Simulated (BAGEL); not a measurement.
**A workflow on SnH2F2 (SMILES [F][SnH2][F])**

Aim: a single-point energy (HF/ANO-RCC-VDZP), then the energy (NEVPT2(2,2)/ANO-RCC-VDZP) of SnH2F2. 

Program for the calculation: BAGEL 1.2.2.

2 further runs of the same task are left out: 2 set aside as unsound or not needed.

### 1 Starting point

SnH2F2: 5 atoms, total charge 0, spin state singlet. SMILES: `[F][SnH2][F]`. One bond was lengthened or shortened from a relaxed shape.

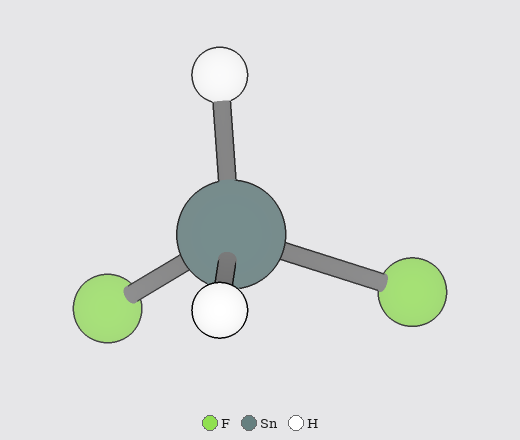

Viewed from a chosen angle; fluorine green, tin teal, hydrogen white.

### 2 A single-point energy at HF/ANO-RCC-VDZP (DKH2, density fitting with AutoAux) (run 1)

File calc.json:

```json
{ "bagel": [

{
  "title": "molecule",
  "basis": "ano-rcc-vdzp.json",
  "df_basis": "ano-rcc-vdzp-autoaux.json",
  "dkh": true,
  "geometry": [
    { "atom": "F", "xyz": [    -0.26352231,    -1.00895501,     3.46830128 ] },
    { "atom": "Sn", "xyz": [     0.62918431,    -0.47397355,     0.01463782 ] },
    { "atom": "F", "xyz": [    -2.32663080,     2.09891881,    -1.34624089 ] },
    { "atom": "H", "xyz": [     0.22043655,    -3.25924088,    -1.50262329 ] },
    { "atom": "H", "xyz": [     3.37741302,     1.16120647,    -0.00199177 ] }
  ]
},

{
  "title": "hf"
},

{
  "title": "print",
  "file": "orbitals.molden",
  "orbitals": true
}

]}
```

The basis set ANO-RCC-VDZP is read from a file made from the Basis Set Exchange's data (not shown).

On the command line:

```sh
$ BAGEL_NUM_THREADS=1 BAGEL calc.json > calc.out
```

What it wrote:

```text
* using 1 threads per process

  ===============================================================
  ===============================================================

  *** Geometry ***

  { "atom" : "F", "xyz" : [     -0.263522,     -1.008955,      3.468301 ] },
  { "atom" : "Sn", "xyz" : [      0.629184,     -0.473974,      0.014638 ] },
  { "atom" : "F", "xyz" : [     -2.326631,      2.098919,     -1.346241 ] },
  { "atom" : "H", "xyz" : [      0.220437,     -3.259241,     -1.502623 ] },
  { "atom" : "H", "xyz" : [      3.377413,      1.161206,     -0.001992 ] },

  Number of auxiliary basis functions:      934

  Since a DF basis is specified, we compute 2- and 3-index integrals:
    o Being stored without compression. Storage requirement is 0.049 GB

  Number of basis functions:       81
  Number of electrons      :       70

    * METHOD: MOLECULE                             1.33

  *** RHF ***

  === Nuclear Repulsion ===
   284.2982057636

      * DIIS with orbital gradients will be used.

  === RHF iteration (ano-rcc-vdzp.json) ===
      0      -6372.39101794          0.02602610           0.24
      1      -6372.50601021          0.02324164           0.21
      2      -6372.75553876          0.00157549           0.24
      3      -6372.75700970          0.00072622           0.23
      4      -6372.75732325          0.00018233           0.21
      5      -6372.75735389          0.00007957           0.22
      6      -6372.75736145          0.00003129           0.21
      7      -6372.75736329          0.00000737           0.20
      8      -6372.75736334          0.00000356           0.20
      9      -6372.75736335          0.00000077           0.23
     10      -6372.75736335          0.00000040           0.21
     11      -6372.75736335          0.00000017           0.21
     12      -6372.75736335          0.00000007           0.21
     13      -6372.75736335          0.00000003           0.21
     14      -6372.75736335          0.00000001           0.22
     15      -6372.75736335          0.00000001           0.22
    * SCF iteration converged.

    * Permanent dipole moment:
           (   -1.784954,     1.046902,     0.670926) a.u.

    * METHOD: HF                                   4.69

    * METHOD: PRINT                                0.03

  ===============================================================
```

Wall time 6.3 s (1 thread of AMD EPYC 7R13 (Zen 3), shared host); peak memory 0.21 GiB.

### 3 The energy at NEVPT2(2,2)/ANO-RCC-VDZP (DKH2, density fitting with AutoAux) (run 2)

File input.json:

```json
{ "bagel" : [

{
  "title" : "molecule",
  "basis" : "ano-rcc-vdzp.json",
  "df_basis" : "ano-rcc-vdzp-autoaux.json",
  "dkh" : true,
  "geometry" : [
    { "atom" : "F", "xyz" : [    -0.26352231,    -1.00895501,     3.46830128 ] },
    { "atom" : "Sn", "xyz" : [     0.62918431,    -0.47397355,     0.01463782 ] },
    { "atom" : "F", "xyz" : [    -2.32663080,     2.09891881,    -1.34624089 ] },
    { "atom" : "H", "xyz" : [     0.22043655,    -3.25924088,    -1.50262329 ] },
    { "atom" : "H", "xyz" : [     3.37741302,     1.16120647,    -0.00199177 ] }
  ]
},

{
  "title" : "hf"
},

{
  "title" : "casscf",
  "nstate" : 1,
  "nact" : 2,
  "nclosed" : 34,
  "active" : [34, 36],
  "maxiter" : 200,
  "natocc" : true
},

{
  "title" : "nevpt2",
  "nstate" : 1,
  "nact" : 2,
  "nclosed" : 34,
  "active" : [34, 36],
  "maxiter" : 200,
  "natocc" : true,
  "ncore" : 20
},

{
  "title" : "print",
  "file" : "orbitals.molden",
  "orbitals" : true
}

]}
```

The basis set ANO-RCC-VDZP is read from a file made from the Basis Set Exchange's data (not shown).

On the command line:

```sh
$ BAGEL_NUM_THREADS=1 BAGEL input.json > input.out
```

What it wrote:

```text
* using 1 threads per process

  ===============================================================
  ===============================================================

  *** Geometry ***

  { "atom" : "F", "xyz" : [     -0.263522,     -1.008955,      3.468301 ] },
  { "atom" : "Sn", "xyz" : [      0.629184,     -0.473974,      0.014638 ] },
  { "atom" : "F", "xyz" : [     -2.326631,      2.098919,     -1.346241 ] },
  { "atom" : "H", "xyz" : [      0.220437,     -3.259241,     -1.502623 ] },
  { "atom" : "H", "xyz" : [      3.377413,      1.161206,     -0.001992 ] },

  Number of auxiliary basis functions:      934

  Since a DF basis is specified, we compute 2- and 3-index integrals:
    o Being stored without compression. Storage requirement is 0.049 GB

  Number of basis functions:       81
  Number of electrons      :       70

    * METHOD: MOLECULE                             1.41

  *** RHF ***

  === Nuclear Repulsion ===
   284.2982057636

      * DIIS with orbital gradients will be used.

  === RHF iteration (ano-rcc-vdzp.json) ===
      0      -6372.39101794          0.02602610           0.27
      1      -6372.50601021          0.02324164           0.21
      2      -6372.75553876          0.00157549           0.29
      3      -6372.75700970          0.00072622           0.24
      4      -6372.75732325          0.00018233           0.25
      5      -6372.75735389          0.00007957           0.25
      6      -6372.75736145          0.00003129           0.27
      7      -6372.75736329          0.00000737           0.26
      8      -6372.75736334          0.00000356           0.24
      9      -6372.75736335          0.00000077           0.21
     10      -6372.75736335          0.00000040           0.21
     11      -6372.75736335          0.00000017           0.21
     12      -6372.75736335          0.00000007           0.21
     13      -6372.75736335          0.00000003           0.21
     14      -6372.75736335          0.00000001           0.22
     15      -6372.75736335          0.00000001           0.24
    * SCF iteration converged.

    * Permanent dipole moment:
           (   -1.784954,     1.046902,     0.670926) a.u.

    * METHOD: HF                                   4.98

  ---------------------------
      CASSCF calculation
  ---------------------------

    ==== Active orbitals : =====
         Orbital 34
         Orbital 36
    ============================

    * nstate   :      1
    * nclosed  :     34
    * nact     :      2
    * nvirt    :     45
  === CASSCF iteration (ano-rcc-vdzp.json) ===

    * Using the second-order algorithm

      0  0     -6372.75950248     6.32e-04      0.06

      1  0     -6372.77906139     1.52e-03      0.93

      2  0     -6372.78104726     8.10e-04      1.11

      3  0     -6372.78124426     4.73e-04      1.17

      4  0     -6372.78129873     2.66e-04      1.22

      5  0     -6372.78131490     1.46e-04      1.19

      6  0     -6372.78131970     7.98e-05      1.21

      7  0     -6372.78132112     4.34e-05      1.12

      8  0     -6372.78132154     2.36e-05      1.15

      9  0     -6372.78132166     1.28e-05      1.14

     10  0     -6372.78132170     6.96e-06      1.22

     11  0     -6372.78132171     3.78e-06      1.19

     12  0     -6372.78132171     2.05e-06      1.13

     13  0     -6372.78132172     1.11e-06      1.19

     14  0     -6372.78132171     6.05e-07      1.14

     15  0     -6372.78132171     3.29e-07      1.13

     16  0     -6372.78132172     1.78e-07      1.09

     17  0     -6372.78132171     9.69e-08      1.03

     18  0     -6372.78132171     5.26e-08      0.99

     19  0     -6372.78132172     2.86e-08      0.85

     20  0     -6372.78132171     1.55e-08      0.83

     21  0     -6372.78132172     8.40e-09      0.86

    * Second-order optimization converged. *

     guess   0:   closed 1.                   open ..

  === FCI iteration ===

      0  0     -6372.75548926     9.22e-02      0.00
      1  0     -6372.78051928     1.24e-02      0.00
      2  0 *   -6372.78132171     6.00e-16      0.00

     * ci vector, state   0, <S^2> = 0.0000
       2.     0.9902099304
       .2    -0.1395861514

    * METHOD: CASSCF                              24.06

    * freezing 20 orbitals

  === DF-NEVPT2 calculation ===

    * 3-index integral transformation done
    * assembly done

      NEVPT2 correlation energy:   -0.8845786987      0.13

          (+0)     -0.6752317440
          (+0)'    -0.1384444693
          (+1)     -0.0157052229
          (+1)'    -0.0046317167
          (+2)     -0.0006866427
          (-1)     -0.0436729569
          (-1)'    -0.0011387762
          (-2)     -0.0050671699

      NEVPT2 total energy:       -6373.6659004137

    * METHOD: NEVPT2                               0.49

    * METHOD: PRINT                                0.03

  ===============================================================
```

Run time: 32 s. Hardware: 1 thread of AMD EPYC 7R13 (Zen 3), shared host; peak memory 0.24 GiB.

### 4 Outcome

```
                                     quantity           value
         run 1, HF/ANO-RCC-VDZP: total energy  -6372.75736 Eh
        run 1, HF/ANO-RCC-VDZP: dipole moment          5.53 D
          run 1, HF/ANO-RCC-VDZP: HOMO energy       -14.05 eV
          run 1, HF/ANO-RCC-VDZP: LUMO energy         1.17 eV
        run 1, HF/ANO-RCC-VDZP: HOMO–LUMO gap        15.22 eV
run 2, NEVPT2(2,2)/ANO-RCC-VDZP: total energy  -6373.66590 Eh
```
